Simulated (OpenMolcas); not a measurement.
# One shape, several levels: Si2NH5F (SMILES N[Si](F)[SiH3])

We compute a comparison of 6 runs (UHF/def2-SVP, U-r2SCAN/def2-SVP, UB3LYP/def2-SVP, UM06-L/def2-SVP, UPBE0/def2-SVP, UTPSS/def2-SVP) of Si2NH5F. 

The calculation is run with OpenMolcas 26.06.

## Step 1: The molecule

Si2NH5F has 9 atoms, charge 0, and is taken as a doublet. As SMILES, `N[Si](F)[SiH3]`. The shape is that of a PBE0-D4/def2-TZVP optimisation. This is one conformer, not always the lowest.

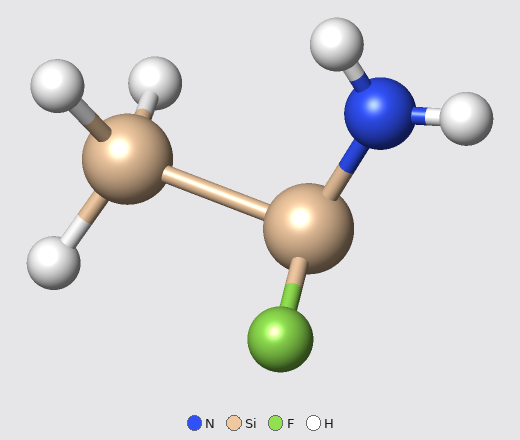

Viewed from a chosen angle; nitrogen blue, silicon light orange, fluorine green, hydrogen white.

## Step 2: Energy and gradient at UHF/def2-SVP (run 1)

The input, test.input:

```
&GATEWAY
  BasLib
  $CurrDir
  Coord
  9
  angstrom
  N       -0.977000       1.372900      -0.683600
  Si      -0.847900      -0.322400      -0.578100
  F       -0.495500      -1.010700      -1.997200
  Si       0.823900      -0.883000       0.969100
  H       -1.742300       1.833700      -1.147400
  H       -0.198200       1.993200      -0.528800
  H        1.132000      -2.331800       0.856500
  H        2.078500      -0.103500       0.756900
  H        0.315000      -0.594800       2.335600
  Basis
  def2-SVP
  Group
  NoSym

&SEWARD

&SCF
  UHF
  Spin
  2
  Thresholds
  1e-10 1e-07 1e-07 1e-05
  PrOrbitals
  1 2

&ALASKA
```

The basis set def2-SVP is read from a file made from the Basis Set Exchange's data (not shown).

Started as:

```sh
$ export MOLCAS_MEM=1860
$ pymolcas test.input > test.log
```

Output:

```text
--- Start Module: gateway ---
[...]
--- Stop Module: gateway /rc=_RC_ALL_IS_WELL_ ---
[...]
      Basis functions           89
[...]
--- Start Module: scf ---
[...]
       Convergence after  15 Iterations
[...]
::    Total SCF energy                               -734.3982599944
[...]
      Total spin, S                                     0.5028435919
[...]
      Total electronic charge=   49.000000
      Total            charge=   -0.000000
[...]
      Dipole Moment (debye):
      Origin of the operator (angstrom)=   -0.2359   -0.3500   -0.3648
                   X= -4.4236E-01               Y=  1.9818E+00               Z=  7.7162E-01           Total=  2.1722E+00
      Quadrupole Moment (debye*angstrom):
[...]
--- Stop Module: scf /rc=_RC_ALL_IS_WELL_ ---
[...]
--- Start Module: alaska ---
[...]
 *              Molecular gradients               *
 **************************************************
  Irreducible representation: a
 ------------------------------------------------------------------------------------------
                              X                       Y                       Z
 ------------------------------------------------------------------------------------------
  N1                5.97890372544541E-05   -8.94394405301924E-03    1.58678433681558E-03
  SI2               5.12435373742193E-03   -1.92741177428513E-04   -5.66315405831386E-03
  F3               -2.54256471244041E-03    2.82790359696428E-03    7.41624311264744E-03
  SI4              -4.23627895436951E-03    2.35130337196265E-03   -3.10758778159226E-03
  H5               -4.24799676710652E-03    1.56961036022274E-03   -2.43678009383563E-03
  H6                4.59348999455633E-03    2.65724690254165E-03    1.96623973950638E-03
  H7               -7.97997439401232E-05   -1.26947266393795E-03   -6.30488771157841E-04
  H8                1.95371057865756E-03    7.98261184328464E-04   -3.77142813053899E-05
[...]
--- Stop Module: alaska /rc=_RC_ALL_IS_WELL_ ---
[...]
```

Wall time 17 s (1 thread of AMD EPYC 7R43 (Zen 3), shared host); peak memory 0.49 GiB.

## Step 3: The energy at U-r2SCAN/def2-SVP (run 2)

The input, coord.xyz:

```xyz
9

N     -0.977000     1.372900    -0.683600
Si    -0.847900    -0.322400    -0.578100
F     -0.495500    -1.010700    -1.997200
Si     0.823900    -0.883000     0.969100
H     -1.742300     1.833700    -1.147400
H     -0.198200     1.993200    -0.528800
H      1.132000    -2.331800     0.856500
H      2.078500    -0.103500     0.756900
H      0.315000    -0.594800     2.335600
```

The input, job.input:

```
>>> EXPORT MOLCAS_PRINT=2

&GATEWAY
  BASLIB=$CurrDir
  COORD=coord.xyz
  BASIS=def2-SVP
  GROUP=NoSym

&SEWARD
  GRIDINPUT
  Grid=UltraFine
  End of Grid

&SCF
  UHF
  SPIN=2
  KSDFT=2
  1.0 MGGA_X_R2SCAN
  1.0 MGGA_C_R2SCAN
  THRESHOLDS=1e-10 1e-07 1e-07 1e-05
  PRORBITALS=1
```

The basis set def2-SVP is read from a file made from the Basis Set Exchange's data (not shown).

Started as:

```sh
$ export MOLCAS_MEM=1860
$ pymolcas job.input > job.log
```

Output:

```text
--- Start Module: gateway ---
[...]
--- Stop Module: gateway /rc=_RC_ALL_IS_WELL_ ---
--- Start Module: seward ---
[...]
      Basis functions           89
--- Stop Module: seward /rc=_RC_ALL_IS_WELL_ ---
[...]
--- Start Module: scf ---
[...]
       Convergence after  16 Iterations
[...]
::    Total KS-DFT energy                            -736.1851486993
[...]
      Total spin, S                                     0.5016734362
[...]
      Total electronic charge=   49.000000
      Total            charge=   -0.000000
[...]
      Dipole Moment (debye):
      Origin of the operator (angstrom)=   -0.2359   -0.3500   -0.3648
                   X= -3.1946E-01               Y=  2.0848E+00               Z=  3.8866E-01           Total=  2.1447E+00
      Quadrupole Moment (debye*angstrom):
[...]
--- Stop Module: scf /rc=_RC_ALL_IS_WELL_ ---
[...]
```

Wall time 76 s (1 thread of AMD EPYC 7R43 (Zen 3), shared host); peak memory 0.49 GiB.

## Step 4: Energy and forces at UB3LYP/def2-SVP (run 3)

The input, calc.inp:

```
* FH5NSi2 Kohn-Sham DFT
>>> EXPORT MOLCAS_PRINT=2

&GATEWAY
 BASLIB = $CurrDir
 COORD
 9
 angstrom
 N       -0.977000       1.372900      -0.683600
 Si      -0.847900      -0.322400      -0.578100
 F       -0.495500      -1.010700      -1.997200
 Si       0.823900      -0.883000       0.969100
 H       -1.742300       1.833700      -1.147400
 H       -0.198200       1.993200      -0.528800
 H        1.132000      -2.331800       0.856500
 H        2.078500      -0.103500       0.756900
 H        0.315000      -0.594800       2.335600
 BASIS = def2-SVP
 GROUP = NoSym

&SEWARD
 GRIDINPUT
 Grid=UltraFine
 End of Grid

&SCF
 UHF
 SPIN = 2
 KSDFT = B3LYP
 THRESHOLDS = 1e-10 1e-07 1e-07 1e-05
 PRORBITALS = 1 2

&ALASKA
```

The basis set def2-SVP is read from a file made from the Basis Set Exchange's data (not shown).

Started as:

```sh
$ export MOLCAS_MEM=1860
$ pymolcas calc.inp > calc.log
```

Output:

```text
--- Start Module: gateway ---
[...]
--- Stop Module: gateway /rc=_RC_ALL_IS_WELL_ ---
[...]
      Basis functions           89
[...]
--- Start Module: scf ---
[...]
       Convergence after  15 Iterations
[...]
::    Total KS-DFT energy                            -736.3497966008
[...]
      Total spin, S                                     0.5009599783
[...]
      Total electronic charge=   49.000000
      Total            charge=   -0.000000
[...]
      Dipole Moment (debye):
      Origin of the operator (angstrom)=   -0.2359   -0.3500   -0.3648
                   X= -3.0928E-01               Y=  2.0322E+00               Z=  4.6025E-01           Total=  2.1065E+00
      Quadrupole Moment (debye*angstrom):
[...]
--- Stop Module: scf /rc=_RC_ALL_IS_WELL_ ---
[...]
--- Start Module: alaska ---
[...]
 *              Molecular gradients               *
 **************************************************
  Irreducible representation: a
 ------------------------------------------------------------------------------------------
                              X                       Y                       Z
 ------------------------------------------------------------------------------------------
  N1                3.07295723159129E-04   -1.56552079185346E-03   -1.82180889127337E-03
  SI2               6.93629159000686E-03    1.82996400344804E-03   -1.66763415482896E-02
  F3               -4.64322210990309E-03    8.71680638156391E-03    1.82867465634189E-02
  SI4              -3.88736741513185E-04    2.07459689671285E-04   -4.47023925786993E-05
  H5                5.81108955319731E-03   -4.03508186076396E-03    3.67535005790387E-03
  H6               -5.74029466301074E-03   -5.77559897365898E-03   -1.13832713643036E-03
  H7               -7.23625156847874E-04    1.99610405500383E-03   -1.54245861147380E-04
  H8               -1.99062675654726E-03   -9.97366567348390E-04    7.21333411209391E-05
[...]
--- Stop Module: alaska /rc=_RC_ALL_IS_WELL_ ---
[...]
```

Run time: 67 s. Hardware: 1 thread of AMD EPYC 7R43 (Zen 3), shared host; peak memory 0.49 GiB.

Runs 4 to 5 aren't shown in full; the table further down has their settings and results.

## Step 5: A single-point energy at UTPSS/def2-SVP (run 6)

The input, test.inp:

```
&GATEWAY
BasLib
$CurrDir
Coord
9
bohr
N     -1.84626242     2.59440500    -1.29181678
Si    -1.60229878    -0.60924770    -1.09245067
F     -0.93635929    -1.90994619    -3.77416102
Si     1.55694535    -1.66862817     1.83133359
H     -3.29246983     3.46519079    -2.16827176
H     -0.37454372     3.76660211    -0.99928717
H      2.13916997    -4.40646338     1.61855043
H      3.92779575    -0.19558665     1.43033370
H      0.59526373    -1.12400910     4.41364434
Basis
def2-SVP
Group
NoSym
&SEWARD
GridInput
Grid=UltraFine
End of Grid
&SCF
UHF
Spin
2
KSDFT
2
1.0 MGGA_X_TPSS
1.0 MGGA_C_TPSS
Thresholds
1e-10 1e-07 1e-07 1e-05
PrOrbitals
1 2
```

The basis set def2-SVP is read from a file made from the Basis Set Exchange's data (not shown).

Started as:

```sh
$ export MOLCAS_MEM=1860
$ pymolcas test.inp > test.log
```

Output:

```text
--- Start Module: gateway ---
[...]
--- Stop Module: gateway /rc=_RC_ALL_IS_WELL_ ---
--- Start Module: seward ---
[...]
      Basis functions           89
--- Stop Module: seward /rc=_RC_ALL_IS_WELL_ ---
[...]
--- Start Module: scf ---
[...]
       Convergence after  17 Iterations
[...]
::    Total KS-DFT energy                            -736.3730826282
[...]
      Total spin, S                                     0.5012600146
[...]
      Total electronic charge=   49.000000
      Total            charge=   -0.000000
[...]
      Dipole Moment (debye):
      Origin of the operator (angstrom)=   -0.2359   -0.3500   -0.3648
                   X= -2.9589E-01               Y=  2.0667E+00               Z=  3.1314E-01           Total=  2.1111E+00
      Quadrupole Moment (debye*angstrom):
[...]
--- Stop Module: scf /rc=_RC_ALL_IS_WELL_ ---
[...]
```

Wall time 80 s (1 thread of AMD EPYC 7R43 (Zen 3), shared host); peak memory 0.49 GiB.

## Step 6: All runs side by side

| run | level | task | integration grid | energy (Eh) | dipole moment (D) | HOMO energy (eV) | LUMO energy (eV) | wall time |
| --- | --- | --- | --- | --- | --- | --- | --- | --- |
| 1 | UHF/def2-SVP | gradient | – | -734.398260 | 2.17 | -8.67 | 1.62 | 17 s |
| 2 | U-r2SCAN/def2-SVP | energy | UltraFine | -736.185149 | 2.14 | -4.93 | -2.60 | 76 s |
| 3 | UB3LYP/def2-SVP | gradient | UltraFine | -736.349797 | 2.11 | -5.41 | -2.47 | 67 s |
| 4 | UM06-L/def2-SVP | energy | UltraFine | -736.286220 | 2.13 | -4.78 | -3.01 | 71 s |
| 5 | UPBE0/def2-SVP | gradient | UltraFine | -735.905763 | 2.14 | -5.73 | -2.12 | 64 s |
| 6 | UTPSS/def2-SVP | energy | UltraFine | -736.373083 | 2.11 | -4.73 | -2.91 | 80 s |

## Step 7: Results

```
                                 quantity          value
                      run 6: total energy  -736.37308 Eh
                     run 6: dipole moment         2.11 D
run 6: HOMO energy (highest over α and β)       -4.73 eV
 run 6: LUMO energy (lowest over α and β)       -2.91 eV
                              run 6: ⟨S²⟩          0.753
```

In words: The dipole moment (its size) runs from 2.11 D (UB3LYP/def2-SVP) to 2.17 D (UHF/def2-SVP). Totals of different functionals can't be ranked against each other. All runs together took 6.2 min, the longest 80 s.
